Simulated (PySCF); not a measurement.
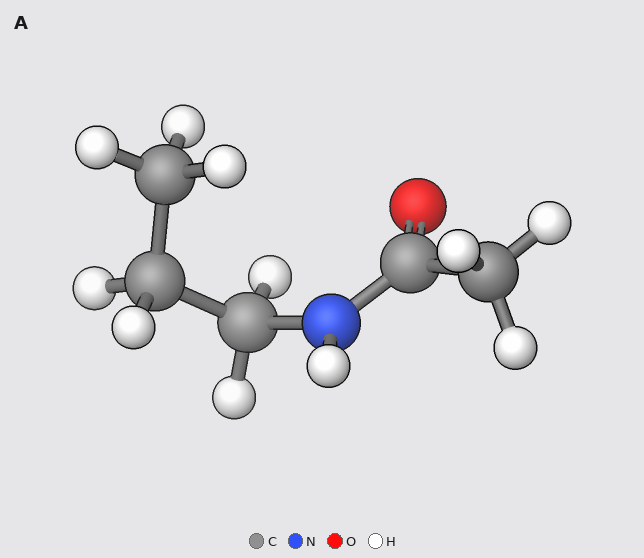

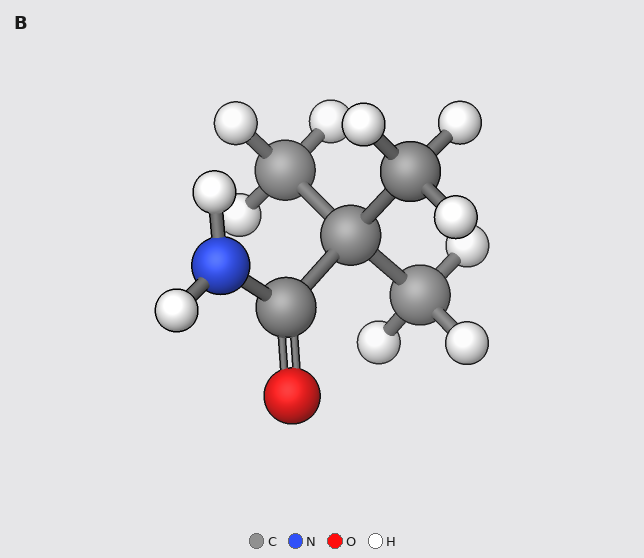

2 stationary structures of one formula. Geometries: PBE0-D3(BJ)/def2-SVP. Electronic energies: PBE0-D3(BJ)/def2-SVP (PySCF 2.14.0), without zero-point energy. No frequency run is at hand to confirm each as a minimum. Each is one conformer, not always the lowest.

Are they conformers, stereoisomers or constitutional isomers?

They are constitutional isomers of C5H11NO: A `CCCNC(C)=O`, B `CC(C)(C)C(N)=O`.

Which structure is the most stable?

B is lowest; A lies 0.141 eV above it.
